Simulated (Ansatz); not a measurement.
# Calculations on CSO

## 1. Relaxation

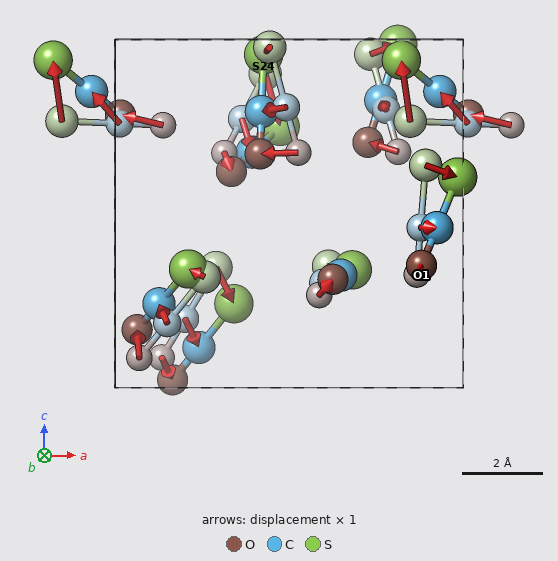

A relaxation of an amorphous cell of composition CSO. The starting structure is drawn faded, the final one solid; red arrows show the displacements, at their true length.

A ball-and-stick model of the cell of the calculation, seen along the b axis.

The cell holds 8 OCS. The run prepares the start of a later molecular dynamics calculation, from a guessed geometry.

Theory: Ansatz 0.2.0, DFT PBE-D3(BJ), scalar-relativistic, plane waves, PAW. Set-up: plane-wave cutoff 420 eV; k-point mesh 1 × 1 × 1; occupations fermi dirac; smearing width 0.05 eV; no spin polarisation; atoms relaxed in a fixed cell; force threshold 0.3 eV/Å; at most 15 steps.

### Which element moves most?

Sulfur: up to 1.75 Å, against 1.16 Å for carbon.

### Describe the change and its energy.

The largest move is that of an S atom, 1.75 Å roughly along [0 −1 2]. By element the largest moves are S 1.75 Å, C 1.16 Å, O 1.14 Å. The lattice vectors keep their values. Near-neighbour distances that change, for instance: C–O 1.179 → 1.167 Å. Over 13 geometry steps the energy falls by 52.7 meV per atom. Largest force component: 0.9 eV/Å at the start, 0.17 eV/Å at the end. The forces were under the threshold at step 5, but the run went on from there. The run took 74 s on 1 thread of Arm Neoverse V2, with other jobs on the host, peak memory 0.62 GiB.

Limits of the set-up: the program's low-accuracy preset was used.

## 2. Dynamics

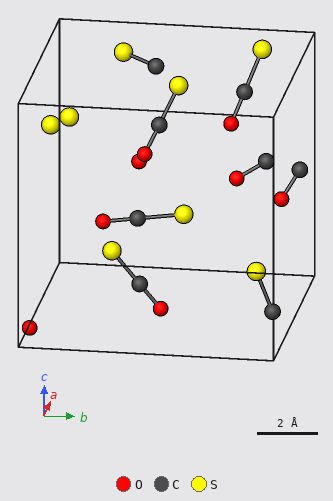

Starting frame of a dynamics run of a periodic cell with 8 OCS at 1.202 g/cm³. The picture is a ball-and-stick view of the simulation cell, seen from a free direction.

The calculation used DFT PBE-D3(BJ), scalar-relativistic, plane waves, PAW (Ansatz).

The input:
```yaml
accuracy: low
crystal:
  lattice:
    - [8.724141, 0.0, 0.0]
    - [0.0, 8.724141, 0.0]
    - [0.0, 0.0, 8.724141]
  atoms:
    - { symbol: O, position: [0.88018276, -0.11054466, 0.35156649] }
    - { symbol: C, position: [0.92486394, -0.04537358, 0.45985064] }
    - { symbol: S, position: [0.98408006, 0.04152854, 0.60519425] }
    - { symbol: O, position: [1.01555548, 0.47027582, 0.78336725] }
    - { symbol: C, position: [0.93291396, 0.38902552, 0.85060275] }
    - { symbol: S, position: [0.82244176, 0.27970227, 0.94074124] }
    - { symbol: O, position: [0.06359824, 0.54719316, 0.16690958] }
    - { symbol: C, position: [0.12641664, 0.45503039, 0.24112885] }
    - { symbol: S, position: [0.21106844, 0.33256442, 0.34117154] }
    - { symbol: O, position: [0.16545327, 1.01733342, 0.02289189] }
    - { symbol: C, position: [0.24099606, 0.95749191, 0.1157968] }
    - { symbol: S, position: [0.34143907, 0.8778146, 0.24138779] }
    - { symbol: O, position: [0.62568673, 0.23109849, 0.31155149] }
    - { symbol: C, position: [0.64890168, 0.36284933, 0.32343735] }
    - { symbol: S, position: [0.68161925, 0.53875873, 0.33862297] }
    - { symbol: O, position: [0.33432949, 0.80194852, 0.62116185] }
    - { symbol: C, position: [0.39411679, 0.90794577, 0.67672773] }
    - { symbol: S, position: [0.47445684, 1.05014119, 0.75059028] }
    - { symbol: O, position: [0.72641768, 0.71703815, 0.70477206] }
    - { symbol: C, position: [0.76320165, 0.76366985, 0.82519833] }
    - { symbol: S, position: [0.81218337, 0.82525707, 0.98618742] }
    - { symbol: O, position: [0.41680474, 0.42768188, 0.67175912] }
    - { symbol: C, position: [0.4203368, 0.48471136, 0.79303599] }
    - { symbol: S, position: [0.42694001, 0.55943206, 0.95655871] }
basis:
  ecutwfc: 420.0
kpoints:
  mp_grid: { grid: [1, 1, 1] }
hamiltonian:
  xc: pbe
  dispersion: d3bj
scf:
  occupations: { method: fermi_dirac, width: 0.05 }
  lower_state_search: "off"
md:
  timestep: 1.5
  n_steps: 120
  ensemble: nvt_langevin
  temperature: 300.0
  initial_velocities: maxwell_boltzmann
  seed: 578645
  friction: 0.02
```

Run as
```bash
ansatz run input.yaml --threads 1 --pin off --max-ram 3072MiB --backend cpu --events-out ev --progress --plain --runs-dir out
```

Predict how the run goes.

Over the second half the temperature averages 265 K (spread ±47 K). The potential energy is still drifting at the end, so the run hasn't reached equilibrium. The potential energy in the second half lies on average 21.7 meV per atom above the first frame. Root-mean-square distances from the starting positions over the second half, with the common drift of all atoms taken out: O 0.48 Å, S 0.36 Å, C 0.30 Å. The heavy atoms stay within a fraction of a molecule's size of their starting places; so short a run doesn't tell a liquid from a solid.

Along the run (each row but the first and the last is the mean over the interval that it begins):

```tsv
time (fs)	potential energy (meV/atom)	T (K)
0.0	0.0	288
18.0	11.6	225
36.0	15.8	234
54.0	12.9	300
72.0	14.4	271
90.0	14.7	234
108.0	19.2	232
126.0	20.4	329
144.0	26.3	278
162.0	27.0	252
180.0	30.9	249
```

The paths of the atoms:

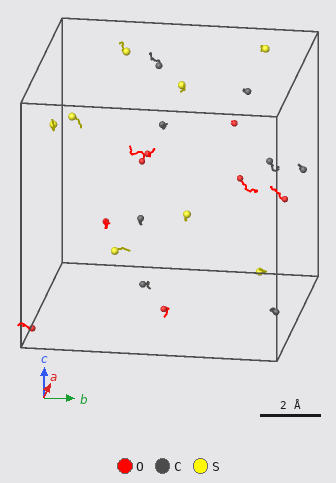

Limits of the set-up: the program's low-accuracy preset was used.

The run took 8.7 min on 1 thread of Arm Neoverse V2, with other jobs on the host, peak memory 0.63 GiB.

## 3. Dynamics

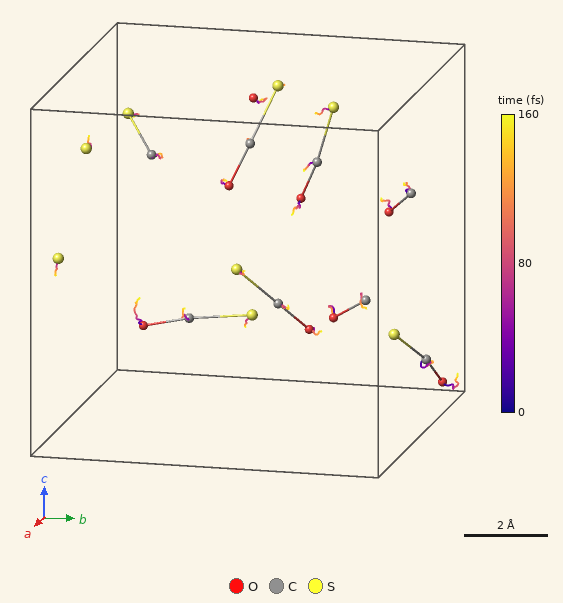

First-principles dynamics of a periodic cell with 8 OCS at 1.202 g/cm³, 160 fs long. It starts from the last geometry of an earlier run, with fresh velocities. Lines trace each atom's path, coloured by time; spheres stand at the starting positions. Seen slightly off an axis in the simulation cell.

Computed with Ansatz, DFT PBE-D3(BJ), scalar-relativistic, plane waves, PAW. Run with plane-wave cutoff 420 eV; k-point mesh 1 × 1 × 1; Fermi-Dirac smearing 0.05 eV; low-accuracy preset; Langevin thermostat (NVT); set temperature 300 K; time step 1 fs; friction 0.02 per fs.

Q: Describe the motion.

A: Root-mean-square distances from the starting positions over the second half, with the common drift of all atoms taken out: O 0.35 Å, S 0.30 Å, C 0.23 Å. The heavy atoms stay within a fraction of a molecule's size of their starting places; so short a run doesn't tell a liquid from a solid.

Limits of the set-up: the program's low-accuracy preset was used.

The run took 11 min on 1 thread of Arm Neoverse V2, with other jobs on the host, peak memory 0.63 GiB.
